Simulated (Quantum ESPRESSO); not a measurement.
# MoSi2N4, 1 layer, rectangular cell: a series in strain along the second axis, part 3 of 7

Aim: how the results for MoSi2N4, 1 layer, rectangular cell change with strain along the second axis.

Quantum ESPRESSO 7.5; plane-wave DFT, PBE, GBRV ultrasoft pseudopotentials.

So far. Step 2 (Variable-cell relaxation of the reference):  The last row is no step: it is a fresh SCF in the final cell with a new plane-wave basis, +2 meV from the row before. Step 3 (Relaxation with pw.x, -4 %): The relaxation lowers the energy by 6 meV an atom.

### 4. SCF with pw.x, -4 %

The self-consistent run of this member.

The input, m0.scf.in:

```
&control
  prefix = 'm0.scf'
  outdir = './out'
  pseudo_dir = './pseudo'
  calculation = 'scf'
  tprnfor = .true.
/
&system
  ibrav = 0
  nat = 14
  ntyp = 3
  ecutwfc = 40
  ecutrho = 200
  occupations = 'smearing'
  smearing = 'fd'
  degauss = 0.002
  nbnd = 46
/
&electrons
  conv_thr = 1e-09
  mixing_beta = 0.4
  electron_maxstep = 120
  mixing_mode = 'plain'
/
ATOMIC_SPECIES
  N   14.0070  n_pbe_v1.2.uspp.F.UPF
  Si  28.0850  si_pbe_v1.uspp.F.UPF
  Mo  95.9500  mo_pbe_v1.uspp.F.UPF
CELL_PARAMETERS angstrom
  2.90109390800000 0.00000000000000 0.00000000000000
  0.00000000000000 4.82384106624000 0.00000000000000
  0.00000000000000 0.00000000000000 21.86179061700000
ATOMIC_POSITIONS crystal
  N   0.000000000000 -0.006046042000 0.336625553400
  N   0.500000000000 0.493951560500 0.336625138800
  Si  0.999999999900 0.332355591900 0.361561844500
  Si  0.500000000000 0.832353193600 0.361560995300
  N   0.999999999900 0.338690901600 0.441829473800
  N   0.500000000000 0.838690479200 0.441828844700
  Mo  0.000000000000 0.003333886900 0.500000000000
  Mo  0.500000000000 0.503341410700 0.500000000000
  N   0.999999999900 0.338690901600 0.558170526200
  N   0.500000000000 0.838690479200 0.558171155300
  Si  0.999999999900 0.332355591900 0.638438155500
  Si  0.500000000000 0.832353193600 0.638439004700
  N   0.000000000000 -0.006046042000 0.663374446600
  N   0.500000000000 0.493951560500 0.663374861200
K_POINTS automatic
  12 8 1 0 0 0
```

On the command line:

```
$ OMP_NUM_THREADS=1 mpirun -n 4 pw.x -nk 4 -in m0.scf.in > m0.scf.out
```

Output:

```text
[banner, memory and clock lines left out]
Program PWSCF v.7.5 starts
[citation notice left out]

[...]
Message from routine setup:
[...]
bravais-lattice index     =            0
     lattice parameter (alat)  =       5.4823  a.u.
     unit-cell volume          =    2064.6056 (a.u.)^3
     number of atoms/cell      =           14
     number of atomic types    =            3
     number of electrons       =        84.00
     number of Kohn-Sham states=           46
     kinetic-energy cutoff     =      40.0000  Ry
     charge density cutoff     =     200.0000  Ry
     scf convergence threshold =      1.0E-09
     mixing beta               =       0.4000
     number of iterations used =            8  plain     mixing
     Exchange-correlation= SLA  PW   PBE  PBE
                           (   1   4   3   4   0   0   0)

[...]
PseudoPot. # 1 for N  read from file:
     ./pseudo/n_pbe_v1.2.uspp.F.UPF
     Pseudo is Ultrasoft + core correction, Zval =  5.0
     Generated by new atomic code, or converted to UPF format
     Using radial grid of  729 points,  4 beta functions with:
                l(1) =   0
                l(2) =   0
                l(3) =   1
                l(4) =   1
     Q(r) pseudized with  8 coefficients,  rinner =    0.900   0.900   0.900

     PseudoPot. # 2 for Si read from file:
     ./pseudo/si_pbe_v1.uspp.F.UPF
     Pseudo is Ultrasoft + core correction, Zval =  4.0
     Generated by new atomic code, or converted to UPF format
     Using radial grid of  899 points,  6 beta functions with:
                l(1) =   0
                l(2) =   0
                l(3) =   1
                l(4) =   1
                l(5) =   2
                l(6) =   2
     Q(r) pseudized with  8 coefficients,  rinner =    0.900   0.900   0.900
                                                       0.900   0.900

     PseudoPot. # 3 for Mo read from file:
     ./pseudo/mo_pbe_v1.uspp.F.UPF
     Pseudo is Ultrasoft + core correction, Zval = 14.0
     Generated by new atomic code, or converted to UPF format
     Using radial grid of  889 points,  6 beta functions with:
                l(1) =   0
                l(2) =   0
                l(3) =   1
                l(4) =   1
                l(5) =   2
                l(6) =   2
     Q(r) pseudized with  6 coefficients,  rinner =    1.000   1.000   1.000
                                                       1.000   1.000

     atomic species   valence    mass     pseudopotential
     N                 5.00    14.00700     N ( 1.00)
     Si                4.00    28.08500     Si( 1.00)
     Mo               14.00    95.95000     Mo( 1.00)

      4 Sym. Ops. (no inversion) found

[...]
number of k points=    35  Fermi-Dirac smearing, width (Ry)=  0.0020
[...]
Dense  grid:    98577 G-vectors     FFT dimensions: (  25,  45, 192)

     Smooth grid:    70537 G-vectors     FFT dimensions: (  24,  40, 180)

     Initial potential from superposition of free atoms

     starting charge      83.9951, renormalised to      84.0000

     negative rho (up, down):  3.060E-03 0.000E+00
     Starting wfcs are   74 randomized atomic wfcs

     per-process dynamical memory:   153.3 Mb

     Self-consistent Calculation

     iteration #  1     ecut=    40.00 Ry     beta= 0.40
     Davidson diagonalization with overlap
     ethr =  1.00E-02,  avg # of iterations =  2.0

     negative rho (up, down):  3.157E-03 0.000E+00

     total energy              =    -478.15286711 Ry
     estimated scf accuracy    <       3.92240556 Ry

     iteration #  2     ecut=    40.00 Ry     beta= 0.40
[...]
negative rho (up, down):  3.293E-03 0.000E+00

[...]
total energy              =    -478.87983379 Ry
     estimated scf accuracy    <       0.80956491 Ry

     iteration #  3     ecut=    40.00 Ry     beta= 0.40
[...]
negative rho (up, down):  3.453E-03 0.000E+00

[...]
total energy              =    -479.06793291 Ry
     estimated scf accuracy    <       0.23579866 Ry

     iteration #  4     ecut=    40.00 Ry     beta= 0.40
[...]
negative rho (up, down):  3.758E-03 0.000E+00

[...]
total energy              =    -479.09656109 Ry
     estimated scf accuracy    <       0.02065122 Ry

     iteration #  5     ecut=    40.00 Ry     beta= 0.40
[...]
negative rho (up, down):  3.857E-03 0.000E+00

[...]
total energy              =    -479.09805542 Ry
     estimated scf accuracy    <       0.00814702 Ry

     iteration #  6     ecut=    40.00 Ry     beta= 0.40
[...]
negative rho (up, down):  3.878E-03 0.000E+00

[...]
total energy              =    -479.09937722 Ry
     estimated scf accuracy    <       0.00040628 Ry

[...]
iteration # 12     ecut=    40.00 Ry     beta= 0.40
[...]
negative rho (up, down):  3.889E-03 0.000E+00

[...]
total energy              =    -479.09953396 Ry
     estimated scf accuracy    <       0.00000004 Ry

     iteration # 13     ecut=    40.00 Ry     beta= 0.40
[...]
negative rho (up, down):  3.889E-03 0.000E+00

[...]
total energy              =    -479.09953397 Ry
     estimated scf accuracy    <          2.7E-09 Ry

     iteration # 14     ecut=    40.00 Ry     beta= 0.40
[...]
negative rho (up, down):  3.889E-03 0.000E+00

[...]
total energy              =    -479.09953397 Ry
     estimated scf accuracy    <          3.5E-09 Ry

     iteration # 15     ecut=    40.00 Ry     beta= 0.40
[...]
negative rho (up, down):  3.890E-03 0.000E+00

[...]
End of self-consistent calculation

          k = 0.0000 0.0000 0.0000 (  8855 PWs)   bands (ev):

   -58.6189 -58.4460 -33.3512 -32.7479 -32.5667 -32.4863 -32.2768 -32.1894
   -16.4105 -16.3313 -13.5674 -13.5618 -13.4862 -12.1631 -12.1380 -12.0084
    -7.4107  -7.1923  -6.0519  -4.3407  -3.6933  -3.5463  -3.3448  -2.9703
    -2.8850  -1.5907  -1.5288  -1.5135  -1.3692  -1.2709  -1.1423  -0.9985
    -0.8237  -0.6969   0.1439   0.1807   0.2471   0.2852   0.5018   0.7525
     1.7297   2.4033   4.9034   5.1930   5.3492   5.7745

          k = 0.0000 0.0752 0.0000 (  8861 PWs)   bands (ev):

   -58.6124 -58.4527 -33.3097 -32.7382 -32.5560 -32.4965 -32.2882 -32.2367
   -16.3392 -16.2625 -13.7669 -13.7613 -13.4219 -12.1509 -12.0914 -12.0243
    -7.1797  -6.9511  -5.9751  -4.4282  -3.6804  -3.5548  -3.1487  -2.9186
    -2.8360  -1.5440  -1.5368  -1.5004  -1.3542  -1.3150  -1.1595  -1.1552
    -1.1430  -0.9230   0.0644   0.1023   0.1379   0.1835   0.6007   0.6953
     1.7011   2.3785   4.9822   5.3074   5.3312   5.6246

[...]
the Fermi energy is     3.5323 ev

!    total energy              =    -479.09953397 Ry
     estimated scf accuracy    <          2.5E-10 Ry
     smearing contrib. (-TS)   =       0.00000000 Ry
     internal energy E=F+TS    =    -479.09953397 Ry

     The total energy is F=E-TS. E is the sum of the following terms:
     one-electron contribution =   -5000.04349457 Ry
     hartree contribution      =    2520.74055543 Ry
     xc contribution           =    -100.59240448 Ry
     ewald contribution        =    2100.79580965 Ry

     convergence has been achieved in  15 iterations

     negative rho (up, down):  3.890E-03 0.000E+00

     Forces acting on atoms (cartesian axes, Ry/au):

     atom    1 type  1   force =     0.00000000    0.00016859   -0.00015485
     atom    2 type  1   force =     0.00000000    0.00017553   -0.00015175
     atom    3 type  2   force =     0.00000000   -0.00014687   -0.00008373
     atom    4 type  2   force =     0.00000000   -0.00014570   -0.00008156
     atom    5 type  1   force =     0.00000000    0.00001615    0.00041921
     atom    6 type  1   force =     0.00000000    0.00001386    0.00041811
     atom    7 type  3   force =     0.00000000   -0.00006195    0.00000000
     atom    8 type  3   force =     0.00000000   -0.00010116    0.00000000
     atom    9 type  1   force =     0.00000000    0.00001615   -0.00041921
     atom   10 type  1   force =     0.00000000    0.00001386   -0.00041811
     atom   11 type  2   force =     0.00000000   -0.00014687    0.00008373
     atom   12 type  2   force =     0.00000000   -0.00014570    0.00008156
     atom   13 type  1   force =     0.00000000    0.00016859    0.00015485
     atom   14 type  1   force =     0.00000000    0.00017553    0.00015175

     Total force =     0.001021     Total SCF correction =     0.000055

[...]
```

The job ended after 2.5 min (4 MPI ranks of Arm Neoverse V1, shared host; peak memory 0.93 GiB; 10 min of CPU time).

Read from the output:

| Item | Value |
| --- | --- |
| free energy | -6518.4812 eV |
| Fermi energy | 3.532 eV |
| valence top, on the run's zero | 2.403 eV |
| conduction bottom, on the run's zero | 4.871 eV |
| gap by band count | 2.468 eV |

### 5. Potential by pp.x, -4 %

plot_num = 11 writes the bare and Hartree potential, from which vacuum levels or, in a crystal, the mean potential are read.

The input, m0.pot.in:

```
&inputpp
  prefix = 'm0.scf'
  outdir = './out'
  filplot = 'm0.pot.dat'
  plot_num = 11
/
```

On the command line:

```
$ OMP_NUM_THREADS=1 mpirun -n 4 pp.x -in m0.pot.in > m0.pot.out
```

Output:

```text
[banner, memory and clock lines left out]
Program POST-PROC v.7.5 starts

          URL

     ./out/m0.scf.save/

     IMPORTANT: XC functional enforced from input :
     Exchange-correlation= PBE
                           (   1   4   3   4   0   0   0)
     Any further DFT definition will be discarded
     Please, verify this is what you really want

     negative rho (up, down):  3.890E-03 0.000E+00

     Calling punch_plot, plot_num =  11
     Writing data to file  m0.pot.dat
     Message from routine chdens:
     namelist plot not found or invalid, exiting
```

It took 1.2 s on 4 MPI ranks; peak memory 0.11 GiB; 4.4 s of CPU time.

Read from the output:

* slope of the potential above: -8.40e-7 eV/Å
* upper vacuum line continued to the top atoms, over the valence top: 5.782 eV
* slope of the potential below: -1.02e-6 eV/Å
* lower vacuum line continued to the bottom atoms, over the valence top: 5.782 eV
* vacuum level at the upper face over the valence top of the mesh: 5.782 eV
* vacuum level at the lower face over the valence top of the mesh: 5.782 eV

Electrostatic potential energy of an electron; zero at the highest filled level of the SCF mesh. Table of potential energy, planar mean by z:

| z (Å) | potential energy, planar mean (eV) |
| --- | --- |
| 0 | 5.78 |
| 1 | 5.78 |
| 2 | 5.78 |
| 3 | 5.78 |
| 4 | 5.78 |
| 5 | 5.77 |
| 6 | 5.37 |
| 7 | -6.30 |
| 8 | -16.9 |
| 9 | 0.179 |
| 10 | -8.08 |
| 11 | -34.0 |
| 12 | -9.36 |
| 13 | -0.435 |
| 14 | -18.6 |
| 15 | -1.88 |
| 16 | 5.52 |
| 17 | 5.77 |
| 18 | 5.78 |
| 19 | 5.78 |
| 20 | 5.78 |
| 21 | 5.78 |

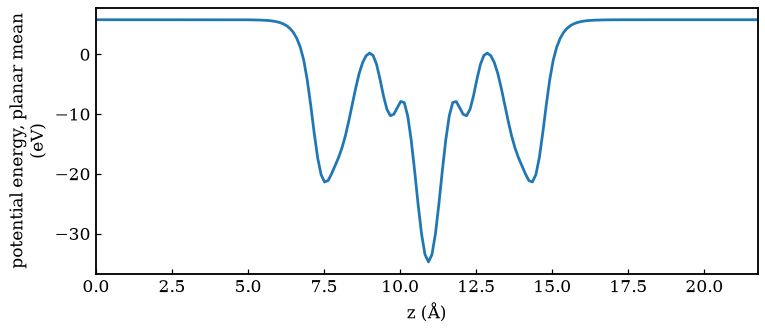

Potential energy, planar mean, plotted against z.

(Part 3 of 7 ends here.)

[Logs are printed without paths, hosts, clocks, repeated set-up lines and the standing remarks that a program may print on its own settings, such as how far it seeks lower states.]

[Hosts, paths, dates, database ids (printed as entryN), source tags and the programs' standing remarks are cut or masked in the printed files.]

[Maps of the electrostatic potential energy from Ansatz leave out the sawtooth potential of an applied field or a dipole correction, so their vacuum need not be flat; planar profiles and work functions include it.]
